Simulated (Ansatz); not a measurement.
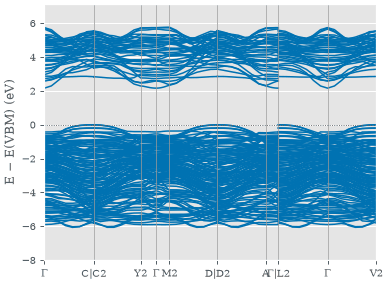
*Band structure from the program Ansatz at the r²SCAN level (PAW)*

**Question.** Read off the gap and where the band edges lie.

**Answer.** About 2.2 eV (2.16 eV by a search for the band edges); maximum at V2, minimum at Γ.

**Question.** Which of these materials gives this?
A) Ta2O5, C2/c (Ta on 8f, O on 8f, O on 8f, O on 4e)
B) Nb2O5, C2/m (Pearson symbol mS112)
C) TiO2, C2/m (Pearson symbol mS24)
D) C, C2/m (C on 4i, C on 4i, C on 4i, C on 4i)

**Answer.** B, Nb2O5, C2/m (Pearson symbol mS112)

The first step of the workflow began from a Materials Project structure, measured or hypothetical; the Crystallography Open Database copy checked does not list it. COD files the formula under space group No. 3, 15, 139. Its standing as an ambient phase is unchecked. The r²SCAN relaxation kept the symmetry of its start; its stability against distortions is not shown here. No spin polarisation was allowed. Scalar-relativistic: spin–orbit coupling is off unless named, which matters more the heavier the elements.

Potentials: the earlier of the program's two PAW sets.
